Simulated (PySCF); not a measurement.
**[Er(H2O)2]3+: how settings move a single point**

Aim: repeat the single point on relaxed [Er(H2O)2]3+ with altered settings, some of them bad on purpose. The structure is generated, not taken from experiment.

The runs use PySCF 2.14.0; r2SCAN, Er lcecp-1-SVP with ECP57, O def2-SVP, H def2-SVP; scalar-relativistic core potentials, no spin–orbit coupling.

4 further runs of the same task are left out: 1 for a known fault of the program, 2 that didn't finish, 1 set aside as unsound or not needed.

**1. The starting structure**

7 atoms, charge 3, spin multiplicity 1.

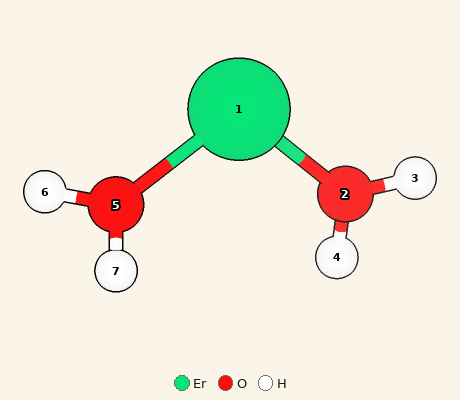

The geometry (erbium green, oxygen red, hydrogen white); atoms are numbered from 1 in the order of the file.

As a file:

| atom | x (Å) | y (Å) | z (Å) |
| --- | --- | --- | --- |
| Er1 | 1.09847 | 0.24220 | -0.01029 |
| O2 | -0.15656 | 0.03582 | 1.76694 |
| H3 | 0.04639 | 0.31610 | 2.70383 |
| H4 | -1.06368 | -0.36876 | 1.85436 |
| O5 | -0.16989 | -0.07219 | -1.76424 |
| H6 | -0.00374 | -0.65887 | -2.55494 |
| H7 | -1.03946 | 0.35742 | -1.99565 |

Formal oxidation states: Er +3. Each metal's 11 4f electrons lie in its core potential, so multiplicities, spins and levels count the valence alone. An earlier session relaxed this geometry at r2SCAN, Er lcecp-1-SVP with ECP57, O def2-SVP, H def2-SVP (singlet, point group C1).

The sound run used a (50, 194) grid (finer on f atoms), a threshold of 1e-8 and at most 55 cycles, and ended at -189.713049 Eh.

**2. Try 1**

File run.py (the lines that set the calculation):

```python
mol = gto.M(atom='''
Er     1.09847     0.24220    -0.01029
O     -0.15656     0.03582     1.76694
H      0.04639     0.31610     2.70383
H     -1.06368    -0.36876     1.85436
O     -0.16989    -0.07219    -1.76424
H     -0.00374    -0.65887    -2.55494
H     -1.03946     0.35742    -1.99565''',
    basis={'Er': 'lcecp-1-SVP', 'O': 'def2-SVP', 'H': 'def2-SVP'},
    ecp={'Er': 'lcecp-1-SVP'},
    charge=3, spin=0)
mf = dft.RKS(mol, xc='R2SCAN')
mf.grids.atom_grid = (50, 194)  # f atoms: unpruned, at least (60, 302)
mf = mf.density_fit()  # fitting sets: Er AutoAux, O def2-universal-JKFIT, H def2-universal-JKFIT
mf.conv_tol = 1e-08; mf.max_cycle = 55
mf.kernel(dm0)  # dm0: smeared density
```

Started as:

```bash
> OMP_NUM_THREADS=2 python run.py
```

Log:

```text
init E= -189.690423991083
  HOMO = -0.939626382289985  LUMO = -0.69784593600782  gap/eV = 6.57918
cycle= 1 E= -189.71237636367  delta_E= -0.022  |g|= 0.0506  |ddm|= 0.0645
  HOMO = -0.923109368615395  LUMO = -0.706712765316447  gap/eV = 5.88845
cycle= 2 E= -189.710999107891  delta_E= 0.00138  |g|= 0.0988  |ddm|= 0.126
  HOMO = -0.933306307616175  LUMO = -0.703467596229335  gap/eV = 6.25423
cycle= 3 E= -189.71304103151  delta_E= -0.00204  |g|= 0.00464  |ddm|= 0.068
  HOMO = -0.933275479994706  LUMO = -0.70196915814932  gap/eV = 6.29417
cycle= 4 E= -189.713048910573  delta_E= -7.88e-06  |g|= 0.000579  |ddm|= 0.00758
  HOMO = -0.933340138842373  LUMO = -0.701983699500279  gap/eV = 6.29553
cycle= 5 E= -189.713048960927  delta_E= -5.04e-08  |g|= 0.000233  |ddm|= 0.000436
  HOMO = -0.933336708315676  LUMO = -0.701988393986127  gap/eV = 6.29531
cycle= 6 E= -189.713048968155  delta_E= -7.23e-09  |g|= 0.000131  |ddm|= 0.000225
  HOMO = -0.933339727404215  LUMO = -0.70198887783214  gap/eV = 6.29538
cycle= 7 E= -189.713048971435  delta_E= -3.28e-09  |g|= 7.66e-06  |ddm|= 8.41e-05
  HOMO = -0.933339987517587  LUMO = -0.701989779975587  gap/eV = 6.29536
Extra cycle  E= -189.713048971437  delta_E= -2.56e-12  |g|= 7.07e-06  |ddm|= 1.27e-05
converged SCF energy = -189.713048971437
```

Run time: 5.8 s. Hardware: 2 threads of Intel Xeon Platinum 8175M at 2.50GHz (Skylake/Cascade Lake), shared host.

Changed: the starting guess (smeared density). It converges in 7 cycles, at the sound run's energy within 0.001 eV, with a largest force component of 0.01 eV/Å. The result survives the change.

**3. Try 2**

Changes to run.py (the lines that set the calculation) since step 2:

```diff
@@ -12,5 +12,5 @@
 mf = dft.RKS(mol, xc='R2SCAN')
-mf.grids.atom_grid = (50, 194)  # f atoms: unpruned, at least (60, 302)
+mf.grids.atom_grid = (30, 86)  # f atoms: unpruned
 mf = mf.density_fit()  # fitting sets: Er AutoAux, O def2-universal-JKFIT, H def2-universal-JKFIT
 mf.conv_tol = 1e-08; mf.max_cycle = 55
-mf.kernel(dm0)  # dm0: smeared density
+mf.kernel(dm0)  # dm0: free metal ions and neutral atoms
```

Started as:

```bash
> OMP_NUM_THREADS=2 python run.py
```

Log:

```text
init E= -180.566155984868
  HOMO = -1.57102667502021  LUMO = -0.781461265656856  gap/eV = 21.48517
cycle= 1 E= -187.533844431231  delta_E= -6.97  |g|= 3.35  |ddm|=  3.1
  HOMO = -0.689244193060061  LUMO = -0.676579327296172  gap/eV = 0.34463
cycle= 2 E= -173.52938738722  delta_E=   14  |g|=  6.1  |ddm|= 5.89
  HOMO = -1.01881726653435  LUMO = -0.590206252800219  gap/eV = 11.66310
cycle= 3 E= -189.47325902105  delta_E= -15.9  |g|= 0.868  |ddm|= 5.41
  HOMO = -0.959670268065377  LUMO = -0.7317211922099  gap/eV = 6.20281
cycle= 4 E= -189.700351494193  delta_E= -0.227  |g|= 0.247  |ddm|= 1.51
  HOMO = -0.933038455679477  LUMO = -0.700431777354904  gap/eV = 6.32955
cycle= 5 E= -189.711976129087  delta_E= -0.0116  |g|= 0.0315  |ddm|=  0.2
  HOMO = -0.932072754358218  LUMO = -0.701211301257095  gap/eV = 6.28206
cycle= 6 E= -189.712117415998  delta_E= -0.000141  |g|= 0.0181  |ddm|= 0.0307
  HOMO = -0.933183258116849  LUMO = -0.70173359100474  gap/eV = 6.29807
cycle= 7 E= -189.712167302948  delta_E= -4.99e-05  |g|= 0.00825  |ddm|= 0.0161
  HOMO = -0.933537986437274  LUMO = -0.702028993239189  gap/eV = 6.29968
cycle= 8 E= -189.712180353112  delta_E= -1.31e-05  |g|= 0.000539  |ddm|= 0.00545
  HOMO = -0.933515575371686  LUMO = -0.701983258587141  gap/eV = 6.30032
cycle= 9 E= -189.712180413676  delta_E= -6.06e-08  |g|= 0.000107  |ddm|= 0.00049
  HOMO = -0.933508589517288  LUMO = -0.701978737041358  gap/eV = 6.30025
cycle= 10 E= -189.712180415951  delta_E= -2.27e-09  |g|= 1.25e-05  |ddm|= 8.51e-05
  HOMO = -0.933506364386351  LUMO = -0.701978439180874  gap/eV = 6.30020
Extra cycle  E= -189.712180415959  delta_E= -8.24e-12  |g|= 1.16e-05  |ddm|= 1.97e-05
converged SCF energy = -189.712180415959
```

Wall time 4.1 s (2 threads of Intel Xeon Platinum 8175M at 2.50GHz (Skylake/Cascade Lake), shared host).

Changed: the integration grid, to (30, 86). It converges in 10 cycles, +0.024 eV from the sound run, with a largest force component of 0.19 eV/Å. The setting is unsound, so these numbers aren't the compound's.

**4. Try 3**

File run.py (the lines that set the calculation):

```python
mol = gto.M(atom='''
Er     1.03256     0.22767    -0.00967
O     -0.14717     0.03367     1.66092
H      0.04361     0.29713     2.54160
H     -0.99986    -0.34663     1.74310
O     -0.15969    -0.06786    -1.65839
H     -0.00351    -0.61934    -2.40164
H     -0.97709     0.33597    -1.87592''',
    basis={'Er': 'lcecp-1-SVP', 'O': 'def2-SVP', 'H': 'def2-SVP'},
    ecp={'Er': 'lcecp-1-SVP'},
    charge=3, spin=0)
mf = dft.RKS(mol, xc='R2SCAN')
mf.grids.atom_grid = (50, 194)  # f atoms: unpruned, at least (60, 302)
mf = mf.density_fit()  # fitting sets: Er AutoAux, O def2-universal-JKFIT, H def2-universal-JKFIT
mf.conv_tol = 1e-08; mf.max_cycle = 55
mf.kernel(dm0)  # dm0: free metal ions and neutral atoms
```

Started as:

```bash
> OMP_NUM_THREADS=2 python run.py
```

Log:

```text
init E= -180.652941310856
  HOMO = -1.61992286056327  LUMO = -0.808878945826418  gap/eV = 22.06963
cycle= 1 E= -187.623232787867  delta_E= -6.97  |g|= 3.32  |ddm|= 3.21
  HOMO = -0.699444684919117  LUMO = -0.6847872675991  gap/eV = 0.39885
cycle= 2 E= -176.658149387214  delta_E=   11  |g|= 6.01  |ddm|= 5.68
  HOMO = -1.04624991073422  LUMO = -0.582618011212176  gap/eV = 12.61607
cycle= 3 E= -189.498956283089  delta_E= -12.8  |g|= 0.784  |ddm|= 5.14
  HOMO = -0.995539559871791  LUMO = -0.732790101284561  gap/eV = 7.14978
cycle= 4 E= -189.680743650499  delta_E= -0.182  |g|= 0.204  |ddm|= 1.41
  HOMO = -0.975598429996869  LUMO = -0.699641814786116  gap/eV = 7.50916
cycle= 5 E= -189.688908630688  delta_E= -0.00816  |g|= 0.0246  |ddm|= 0.193
  HOMO = -0.975430278170156  LUMO = -0.700328833820863  gap/eV = 7.48589
cycle= 6 E= -189.689019669778  delta_E= -0.000111  |g|= 0.00508  |ddm|= 0.0187
  HOMO = -0.975894079327915  LUMO = -0.700908426592907  gap/eV = 7.48274
cycle= 7 E= -189.689021276184  delta_E= -1.61e-06  |g|= 0.00422  |ddm|= 0.00593
  HOMO = -0.975928861859864  LUMO = -0.700964627696174  gap/eV = 7.48216
cycle= 8 E= -189.689024558274  delta_E= -3.28e-06  |g|= 0.000339  |ddm|= 0.00272
  HOMO = -0.975921852143961  LUMO = -0.700952972813285  gap/eV = 7.48228
cycle= 9 E= -189.689024579617  delta_E= -2.13e-08  |g|= 5.55e-05  |ddm|= 0.000262
  HOMO = -0.975918305537893  LUMO = -0.70095098241013  gap/eV = 7.48224
cycle= 10 E= -189.689024580198  delta_E= -5.81e-10  |g|= 8.99e-06  |ddm|= 4.69e-05
  HOMO = -0.975917024913437  LUMO = -0.700950168591579  gap/eV = 7.48223
Extra cycle  E= -189.689024580207  delta_E= -8.92e-12  |g|= 6.96e-06  |ddm|= 1.51e-05
converged SCF energy = -189.689024580207
```

It took 6.7 s on 2 threads of Intel Xeon Platinum 8175M at 2.50GHz (Skylake/Cascade Lake), shared host.

Changed: the scale of all coordinates (0.94). It converges in 10 cycles, +0.654 eV from the sound run, with a largest force component of 3.07 eV/Å. The setting is unsound, so these numbers aren't the compound's.

**5. Try 4**

File run.py (the lines that set the calculation):

```python
mol = gto.M(atom='''
Er     1.09847     0.24220    -0.01029
O     -0.15656     0.03582     1.76694
H      0.04639     0.31610     2.70383
H     -1.06368    -0.36876     1.85436
O     -0.16989    -0.07219    -1.76424
H     -0.00374    -0.65887    -2.55494
H     -1.03946     0.35742    -1.99565''',
    basis={'Er': 'lcecp-1-SVP', 'O': 'def2-SVP', 'H': 'def2-SVP'},
    ecp={'Er': 'lcecp-1-SVP'},
    charge=3, spin=0)
mf = dft.RKS(mol, xc='R2SCAN')
mf.grids.atom_grid = (50, 194)  # f atoms: unpruned, at least (60, 302)
mf = mf.density_fit()  # fitting sets: Er AutoAux, O def2-universal-JKFIT, H def2-universal-JKFIT
mf.conv_tol = 1e-06; mf.max_cycle = 55
mf.kernel(dm0)  # dm0: free metal ions and neutral atoms
```

Started as:

```bash
> OMP_NUM_THREADS=2 python run.py
```

Log:

```text
init E= -180.566346964468
  HOMO = -1.57050613685499  LUMO = -0.781363063626521  gap/eV = 21.47368
cycle= 1 E= -187.537161295038  delta_E= -6.97  |g|= 3.35  |ddm|=  3.1
  HOMO = -0.689352974816483  LUMO = -0.676964117627592  gap/eV = 0.33712
cycle= 2 E= -173.533362313252  delta_E=   14  |g|=  6.1  |ddm|= 5.89
  HOMO = -1.01862757582136  LUMO = -0.590168127307582  gap/eV = 11.65898
cycle= 3 E= -189.474864117492  delta_E= -15.9  |g|= 0.867  |ddm|=  5.4
  HOMO = -0.959324470201372  LUMO = -0.731652642773911  gap/eV = 6.19527
cycle= 4 E= -189.701354173369  delta_E= -0.226  |g|= 0.245  |ddm|= 1.51
  HOMO = -0.932804907930111  LUMO = -0.70043614283695  gap/eV = 6.32308
cycle= 5 E= -189.712841678995  delta_E= -0.0115  |g|= 0.0317  |ddm|=  0.2
  HOMO = -0.931631182034969  LUMO = -0.701224092899705  gap/eV = 6.26970
cycle= 6 E= -189.712971356126  delta_E= -0.00013  |g|= 0.0201  |ddm|= 0.0318
  HOMO = -0.933054236615725  LUMO = -0.701723368314832  gap/eV = 6.29483
cycle= 7 E= -189.713036975345  delta_E= -6.56e-05  |g|= 0.00789  |ddm|= 0.017
  HOMO = -0.93336296278502  LUMO = -0.702039795842278  gap/eV = 6.29462
cycle= 8 E= -189.713048912981  delta_E= -1.19e-05  |g|= 0.000518  |ddm|= 0.00526
  HOMO = -0.933345975432229  LUMO = -0.701994474241234  gap/eV = 6.29540
cycle= 9 E= -189.71304896956  delta_E= -5.66e-08  |g|= 9.67e-05  |ddm|= 0.000477
  HOMO = -0.933329808629544  LUMO = -0.701990979281982  gap/eV = 6.29505
Extra cycle  E= -189.713048968834  delta_E= 7.26e-10  |g|= 0.000115  |ddm|= 0.000142
converged SCF energy = -189.713048968834
```

It took 6.3 s on 2 threads of Intel Xeon Platinum 8175M at 2.50GHz (Skylake/Cascade Lake), shared host.

Changed: the SCF threshold (1e-06). It converges in 9 cycles, at the sound run's energy within 0.001 eV, with a largest force component of 0.01 eV/Å. The result survives the change.

**6. Side by side**

| run | changed | ending | energy change (eV) | cycles | time | usable |
| --- | --- | --- | --- | --- | --- | --- |
| 1 | the starting guess | converged | 0.000 | 7 | 5.8 s | yes |
| 2 | the integration grid | converged | +0.024 | 10 | 4.1 s | no |
| 3 | the scale of all coordinates | converged | +0.654 | 10 | 6.7 s | no |
| 4 | the SCF threshold | converged | 0.000 | 9 | 6.3 s | yes |

2 of 4 altered runs give a usable result. 2 ended normally with numbers unfit to quote.
